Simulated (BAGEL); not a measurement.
# A workflow on SnH4 (SMILES [SnH4])

Wanted: the energy (HF/x2c-SVPall), then a single-point energy (NEVPT2(2,2)/x2c-SVPall), then the energy (CASPT2(2,2)/x2c-SVPall) of SnH4. 

The results are computed with BAGEL 1.2.2.

1 further run of the same task is left out (set aside as unsound or not needed).

## 1. Starting point

SnH4 has 5 atoms, charge 0, and is taken as a singlet. SMILES: `[SnH4]`. The Sn1–H5 distance was set to 2.726 Å, away from the relaxed value. At this shape a bond of the SMILES string is far longer than usual.

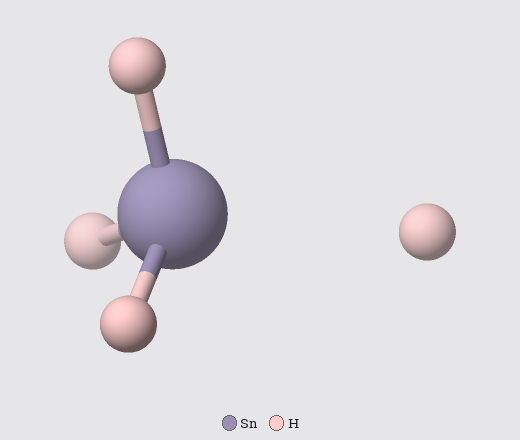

The structure, seen from a chosen angle (tin purple, hydrogen pink).

## 2. A single-point energy at HF/x2c-SVPall (DKH2, density fitting with AutoAux) (run 1)

The input, job.json:

```json
{ "bagel": [

{
  "title": "molecule",
  "basis": "x2c-svpall.json",
  "df_basis": "x2c-svpall-autoaux.json",
  "dkh": true,
  "geometry": [
    { "atom": "Sn", "xyz": [ -0.97103577, -1.61532655,  0.42378053 ] },
    { "atom": "H", "xyz": [  0.58589069, -3.22818890,  2.73472661 ] },
    { "atom": "H", "xyz": [ -3.92588713, -0.85299214,  1.45009079 ] },
    { "atom": "H", "xyz": [ -1.19183137, -3.45709143, -2.20771979 ] },
    { "atom": "H", "xyz": [  1.61849373,  2.69217943, -0.70607727 ] }
  ]
},
{ "title": "hf" },
{ "title": "print", "file": "orbitals.molden", "orbitals": true }

]}
```

The basis set x2c-SVPall is read from a file made from the Basis Set Exchange's data (not shown).

Launch:

```
$ BAGEL_NUM_THREADS=1 BAGEL job.json > job.out
```

Output:

```text
* using 1 threads per process

  ===============================================================
  ===============================================================

  *** Geometry ***

  { "atom" : "Sn", "xyz" : [     -0.971036,     -1.615327,      0.423781 ] },
  { "atom" : "H", "xyz" : [      0.585891,     -3.228189,      2.734727 ] },
  { "atom" : "H", "xyz" : [     -3.925887,     -0.852992,      1.450091 ] },
  { "atom" : "H", "xyz" : [     -1.191831,     -3.457091,     -2.207720 ] },
  { "atom" : "H", "xyz" : [      1.618494,      2.692179,     -0.706077 ] },

  Number of auxiliary basis functions:      450

  Since a DF basis is specified, we compute 2- and 3-index integrals:
    o Being stored without compression. Storage requirement is 0.011 GB

  Number of basis functions:       56
  Number of electrons      :       54

    * METHOD: MOLECULE                             0.16

  *** RHF ***

  === Nuclear Repulsion ===
    57.2998556851

      * DIIS with orbital gradients will be used.

  === RHF iteration (x2c-svpall.json) ===
      0      -6173.66496579          0.00520931           0.05
      1      -6173.68003198          0.00131895           0.05
      2      -6173.68107818          0.00023986           0.05
      3      -6173.68111585          0.00004553           0.05
      4      -6173.68111808          0.00000847           0.05
      5      -6173.68111815          0.00000095           0.05
      6      -6173.68111815          0.00000020           0.05
      7      -6173.68111815          0.00000002           0.05
      8      -6173.68111815          0.00000001           0.05
    * SCF iteration converged.

    * Permanent dipole moment:
           (    0.470747,     0.783128,    -0.205596) a.u.

    * METHOD: HF                                   0.73

    * METHOD: PRINT                                0.01

  ===============================================================
```

It took 1 s on 1 thread of Arm Neoverse V1, shared host; peak memory 0.14 GiB.

## 3. The energy at NEVPT2(2,2)/x2c-SVPall (DKH2, density fitting with AutoAux) (run 2)

The input, calc.json:

```json
{ "bagel": [

{
  "title": "molecule",
  "basis": "x2c-svpall.json",
  "df_basis": "x2c-svpall-autoaux.json",
  "angstrom": false,
  "dkh": true,
  "geometry": [
    { "atom": "Sn", "xyz": [    -0.97103577,    -1.61532655,     0.42378053 ] },
    { "atom": "H", "xyz": [     0.58589069,    -3.22818890,     2.73472661 ] },
    { "atom": "H", "xyz": [    -3.92588713,    -0.85299214,     1.45009079 ] },
    { "atom": "H", "xyz": [    -1.19183137,    -3.45709143,    -2.20771979 ] },
    { "atom": "H", "xyz": [     1.61849373,     2.69217943,    -0.70607727 ] }
  ]
},

{ "title": "hf" },

{ "title": "casscf", "nstate": 1, "nact": 2, "nclosed": 26, "active": [27, 28], "maxiter": 200, "natocc": true },

{ "title": "nevpt2", "nstate": 1, "nact": 2, "nclosed": 26, "active": [27, 28], "maxiter": 200, "natocc": true, "ncore": 18 },

{ "title": "print", "file": "orbitals.molden", "orbitals": true }

]}
```

The basis set x2c-SVPall is read from a file made from the Basis Set Exchange's data (not shown).

Launch:

```
$ BAGEL_NUM_THREADS=1 BAGEL calc.json > calc.out
```

Output:

```text
* using 1 threads per process

  ===============================================================
  ===============================================================

  *** Geometry ***

  { "atom" : "Sn", "xyz" : [     -0.971036,     -1.615327,      0.423781 ] },
  { "atom" : "H", "xyz" : [      0.585891,     -3.228189,      2.734727 ] },
  { "atom" : "H", "xyz" : [     -3.925887,     -0.852992,      1.450091 ] },
  { "atom" : "H", "xyz" : [     -1.191831,     -3.457091,     -2.207720 ] },
  { "atom" : "H", "xyz" : [      1.618494,      2.692179,     -0.706077 ] },

  Number of auxiliary basis functions:      450

  Since a DF basis is specified, we compute 2- and 3-index integrals:
    o Being stored without compression. Storage requirement is 0.011 GB

  Number of basis functions:       56
  Number of electrons      :       54

    * METHOD: MOLECULE                             0.16

  *** RHF ***

  === Nuclear Repulsion ===
    57.2998556851

      * DIIS with orbital gradients will be used.

  === RHF iteration (x2c-svpall.json) ===
      0      -6173.66496579          0.00520931           0.05
      1      -6173.68003198          0.00131895           0.05
      2      -6173.68107818          0.00023986           0.05
      3      -6173.68111585          0.00004553           0.05
      4      -6173.68111808          0.00000847           0.05
      5      -6173.68111815          0.00000095           0.05
      6      -6173.68111815          0.00000020           0.05
      7      -6173.68111815          0.00000002           0.05
      8      -6173.68111815          0.00000001           0.05
    * SCF iteration converged.

    * Permanent dipole moment:
           (    0.470747,     0.783128,    -0.205596) a.u.

    * METHOD: HF                                   0.73

  ---------------------------
      CASSCF calculation
  ---------------------------

    ==== Active orbitals : =====
         Orbital 27
         Orbital 28
    ============================

    * nstate   :      1
    * nclosed  :     26
    * nact     :      2
    * nvirt    :     28
  === CASSCF iteration (x2c-svpall.json) ===

    * Using the second-order algorithm

      0  0     -6173.70508873     3.88e-03      0.02

      1  0     -6173.72228694     8.73e-04      0.21

      2  0     -6173.72309097     3.21e-04      0.21

      3  0     -6173.72312921     1.05e-04      0.22

      4  0     -6173.72313240     3.14e-05      0.19

      5  0     -6173.72313268     9.26e-06      0.19

      6  0     -6173.72313270     2.72e-06      0.20

      7  0     -6173.72313271     7.98e-07      0.20

      8  0     -6173.72313271     2.34e-07      0.20

      9  0     -6173.72313271     6.86e-08      0.19

     10  0     -6173.72313271     2.01e-08      0.15

     11  0     -6173.72313271     5.90e-09      0.16

    * Second-order optimization converged. *

     guess   0:   closed 1.                   open ..

  === FCI iteration ===

      0  0     -6173.67771892     6.79e-02      0.00
      1  0     -6173.72277604     5.57e-03      0.00
      2  0 *   -6173.72313271     4.80e-16      0.00

     * ci vector, state   0, <S^2> = 0.0000
       2.     0.9482912220
       .2    -0.3174015725

    * METHOD: CASSCF                               2.33

    * freezing 18 orbitals

  === DF-NEVPT2 calculation ===

    * 3-index integral transformation done
    * assembly done

      NEVPT2 correlation energy:   -0.1471865514      0.03

          (+0)     -0.0860073040
          (+0)'    -0.0363990457
          (+1)     -0.0052820626
          (+1)'    -0.0043424914
          (+2)     -0.0002495250
          (-1)     -0.0112785529
          (-1)'    -0.0010667657
          (-2)     -0.0025608040

      NEVPT2 total energy:       -6173.8703192575

    * METHOD: NEVPT2                               0.11

    * METHOD: PRINT                                0.01

  ===============================================================
```

It took 3.6 s on 1 thread of Arm Neoverse V1, shared host; peak memory 0.14 GiB.

## 4. A single-point energy at CASPT2(2,2)/x2c-SVPall (DKH2, density fitting with AutoAux) (run 3)

The input, caspt2.json:

```json
{ "bagel": [

{
  "title": "molecule",
  "basis": "x2c-svpall.json",
  "df_basis": "x2c-svpall-autoaux.json",
  "dkh": true,
  "geometry": [
    { "atom": "Sn", "xyz": [    -0.97103577,    -1.61532655,     0.42378053 ] },
    { "atom": "H", "xyz": [     0.58589069,    -3.22818890,     2.73472661 ] },
    { "atom": "H", "xyz": [    -3.92588713,    -0.85299214,     1.45009079 ] },
    { "atom": "H", "xyz": [    -1.19183137,    -3.45709143,    -2.20771979 ] },
    { "atom": "H", "xyz": [     1.61849373,     2.69217943,    -0.70607727 ] }
  ]
},

{ "title": "hf" },

{ "title": "casscf", "nstate": 1, "nact": 2, "nclosed": 26, "active": [27, 28], "maxiter": 200, "natocc": true },

{ "title": "print", "file": "orbitals.molden", "orbitals": true },

{ "title": "smith", "method": "caspt2", "ms": true, "xms": true, "sssr": true, "shift": 0.2, "shift_imag": true, "ncore": 18 }

]}
```

The basis set x2c-SVPall is read from a file made from the Basis Set Exchange's data (not shown).

Launch:

```
$ BAGEL_NUM_THREADS=1 BAGEL caspt2.json > caspt2.out
```

Output:

```text
* using 1 threads per process

  ===============================================================
  ===============================================================

  *** Geometry ***

  { "atom" : "Sn", "xyz" : [     -0.971036,     -1.615327,      0.423781 ] },
  { "atom" : "H", "xyz" : [      0.585891,     -3.228189,      2.734727 ] },
  { "atom" : "H", "xyz" : [     -3.925887,     -0.852992,      1.450091 ] },
  { "atom" : "H", "xyz" : [     -1.191831,     -3.457091,     -2.207720 ] },
  { "atom" : "H", "xyz" : [      1.618494,      2.692179,     -0.706077 ] },

  Number of auxiliary basis functions:      450

  Since a DF basis is specified, we compute 2- and 3-index integrals:
    o Being stored without compression. Storage requirement is 0.011 GB

  Number of basis functions:       56
  Number of electrons      :       54

    * METHOD: MOLECULE                             0.16

  *** RHF ***

  === Nuclear Repulsion ===
    57.2998556851

      * DIIS with orbital gradients will be used.

[... 6 lines left out ...]
    * SCF iteration converged.
[... 1 line left out ...]
    * Permanent dipole moment:
[... 27 lines left out ...]
    * Second-order optimization converged. *
[... 9 lines left out ...]
     * ci vector, state   0, <S^2> = 0.0000
[... 16 lines left out ...]
    * Zeroth order energy : state  0       -0.5678433658

    * CASPT2 iteration is performed using orthogonal basis

      -------------------------------------------  CASPT2 iteration  ---------------------------------------------------
       #      aibj      arbs      arbi      airj      risj      airs      arst      rist         Etot      error   time
      ------------------------------------------------------------------------------------------------------------------

       0  -0.08429  -0.00313  -0.01150  -0.00557  -0.00037  -0.00307  -0.00000  -0.00000   -0.1079365  0.0007643   0.01
       1  -0.08431  -0.00314  -0.01151  -0.00562  -0.00039  -0.00311   0.00000  -0.00000   -0.1080829  0.0001163   0.01
       2  -0.08431  -0.00314  -0.01151  -0.00562  -0.00039  -0.00311  -0.00000  -0.00000   -0.1080860  0.0000184   0.01
       3  -0.08431  -0.00314  -0.01151  -0.00562  -0.00039  -0.00311  -0.00000  -0.00000   -0.1080860  0.0000029   0.01
       4  -0.08431  -0.00314  -0.01151  -0.00562  -0.00039  -0.00311   0.00000  -0.00000   -0.1080860  0.0000003   0.01

      ------------------------------------------------------------------------------------------------------------------

    * CASPT2 energy : state  0    -6173.8322658550
        w/o shift correction      -6173.8312187356
        reference weight              0.9533811561

    * METHOD: SMITH                                0.16

  ===============================================================
```

Wall time 3.6 s (1 thread of Arm Neoverse V1, shared host); peak memory 0.14 GiB.

## 5. Summary of results

```
                                   quantity           value
         run 1, HF/x2c-SVPall: total energy  -6173.68112 Eh
        run 1, HF/x2c-SVPall: dipole moment          2.38 D
          run 1, HF/x2c-SVPall: HOMO energy        -9.24 eV
          run 1, HF/x2c-SVPall: LUMO energy         0.49 eV
        run 1, HF/x2c-SVPall: HOMO–LUMO gap         9.73 eV
run 2, NEVPT2(2,2)/x2c-SVPall: total energy  -6173.87032 Eh
run 3, CASPT2(2,2)/x2c-SVPall: total energy  -6173.83227 Eh
```

In words: One bond (run 1, HF/x2c-SVPall) is far stretched, which a spin-restricted single reference describes badly; a broken-symmetry solution may lie lower.
